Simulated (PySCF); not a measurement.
## A study: C5H3FO, charge +1, doublet, SMILES `[CH+]=[C]C(=O)/C=C\F`

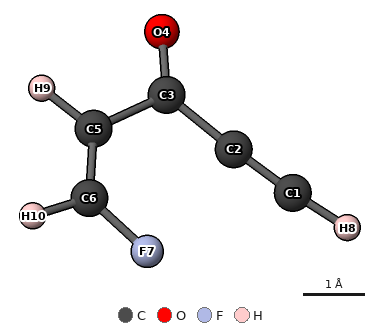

The molecule, with its atoms numbered as below. No frequency check shows the geometry to be a minimum.

Coordinates in Å:

```
C1      -0.3570    2.1895    0.0000
C2      -0.6326    1.0145    0.0000
C3      -1.0334   -0.3520    0.0000
O4      -2.1218   -0.8191    0.0000
C5       0.1865   -1.2558    0.0000
C6       1.4599   -0.8854    0.0000
F7       1.9194    0.3323    0.0000
H8      -0.1998    3.2391    0.0000
H9      -0.0953   -2.3018    0.0000
H10      2.2548   -1.6396    0.0000
```

### 1. Bonding charge

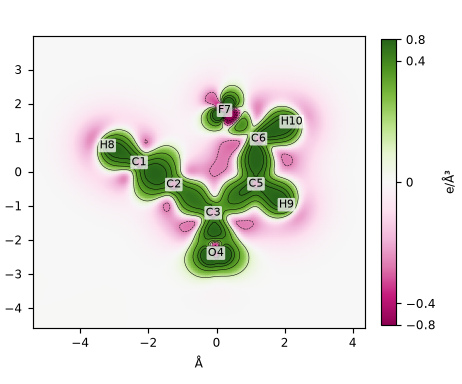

Deformation density (molecule less spherical, spin-averaged free atoms) in the molecular plane; colour scale in e/Å³, logarithmic beyond ±0.1; green: gain, pink: loss.

Computed with PySCF, ωB97X/def2-SVPD, geometry: GFN2-xTB. The stability of the open-shell solution wasn't checked. GFN2-xTB doesn't know the spin state, so this open-shell geometry is rough.

Question: How much density has each bond in this plane gained at its critical point, relative to the free atoms?

Answer: C6–H10: +0.87 e/Å³ at the bond critical point (bond length 1.10 Å). C5–C6: +0.84 e/Å³ at the bond critical point (bond length 1.33 Å). C5–H9: +0.82 e/Å³ at the bond critical point (bond length 1.08 Å). C1–H8: +0.81 e/Å³ at the bond critical point (bond length 1.06 Å). C1–C2: +0.80 e/Å³ at the bond critical point (bond length 1.21 Å). C3–O4: +0.73 e/Å³ at the bond critical point (bond length 1.18 Å). C2–C3: +0.60 e/Å³ at the bond critical point (bond length 1.42 Å). C3–C5: +0.50 e/Å³ at the bond critical point (bond length 1.52 Å). C6–F7: +0.14 e/Å³ at the bond critical point (bond length 1.30 Å). In all, 2.5 electrons gather in the regions of gain relative to the promolecule of neutral atoms (the regions of loss give up this much and the cation's charge besides). A small or negative value marks a very polar bond, one between electron-rich atoms, whose free-atom densities already overlap strongly, a long bond to a heavier atom, or a closed-shell contact such as a hydrogen bond.

### 2. Electrostatic potential

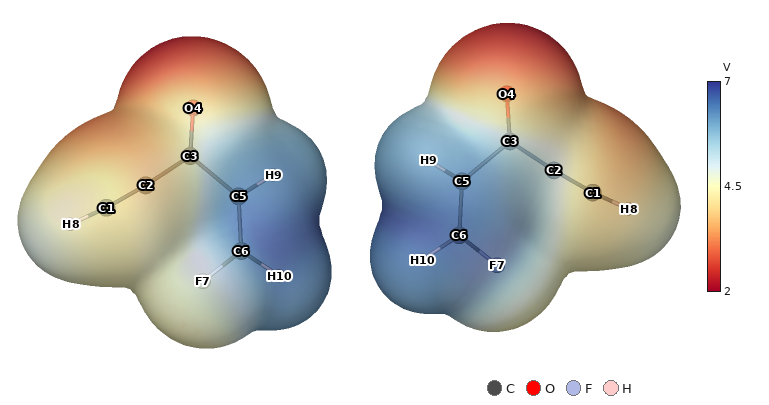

Electrostatic potential on the surface of electron density 0.001 a.u. (back view left, front view right).

Question: Where are the extremes of the potential on the surface?

Answer: Highest: 6.80 V, near H10 (1.46 Å) and H9 (1.68 Å). Further maxima include 4.96 V, 1.2 Å from H8. Lowest: 2.26 V, 1.7 Å from O4. Further minima include 4.38 V, 1.6 Å from F7. The surface is sampled at points, so like sites can differ by a few per cent and only the strongest of them is named.

Question: What volume does the surface enclose?

Answer: About 109 Å³.

### 3. Spin density

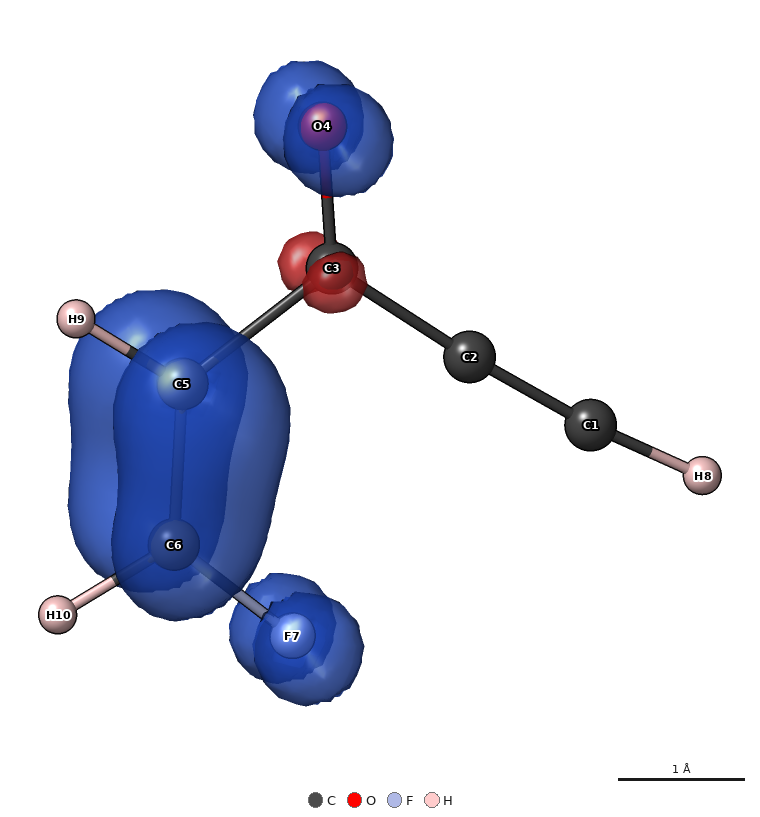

Spin density ρα − ρβ at ±0.05 e/Å³ (blue: excess α, red: excess β).

Question: Where is the unpaired spin?

Answer: Hirshfeld spin populations: C5 +0.43, C6 +0.32, F7 +0.13 and O4 +0.11. ⟨S²⟩ = 0.76, against 0.75 for a pure state.

### 4. The π system

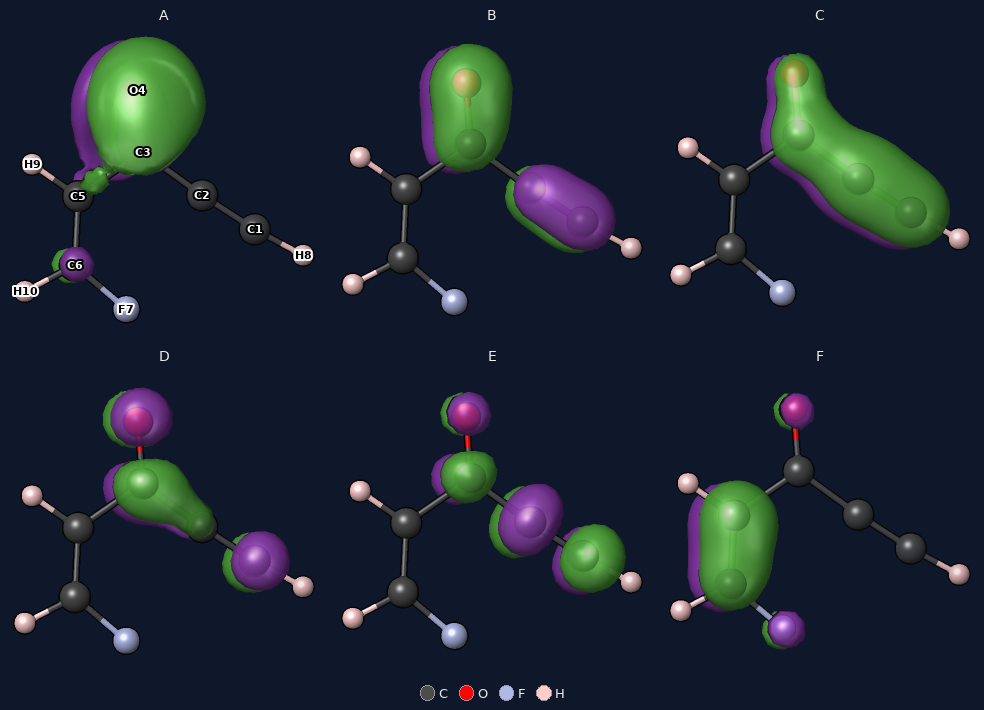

Natural orbitals of the π active space, CASSCF(5,6), doublet state, in random order.

Method: def2-SVP basis; geometry: GFN2-xTB; program: PySCF. GFN2-xTB doesn't know the spin state, so this open-shell geometry is rough.

Question: Which orbitals are strongly, which singly and which weakly occupied?

Answer: Strongly: C (1.95), B (1.90). About singly: F (1.00). Weakly: D (0.11), E (0.05), A (0.00). Broadly, orbitals with more nodes between bonded atoms hold fewer electrons.

Question: How multiconfigurational is the state?

Answer: The leading determinant weighs 0.92; the effective number of unpaired electrons, Σ n²(2−n)², is 1.10. The active space lowers the energy by 1.74 eV against Hartree–Fock.

Question: Where does the lowest quartet lie relative to the doublet, at this geometry and within this active space?

Answer: 3.83 eV above it by strongly contracted NEVPT2 (+3.82 eV by CASSCF); a small basis tends to put such gaps a few tenths of an eV too high. This is a vertical energy for π states alone; a state that uses lone pairs or σ orbitals may lie lower.

The PySCF runs shown took 99 s and 3.1 min on 1 thread of Arm Neoverse V1, on a shared host.
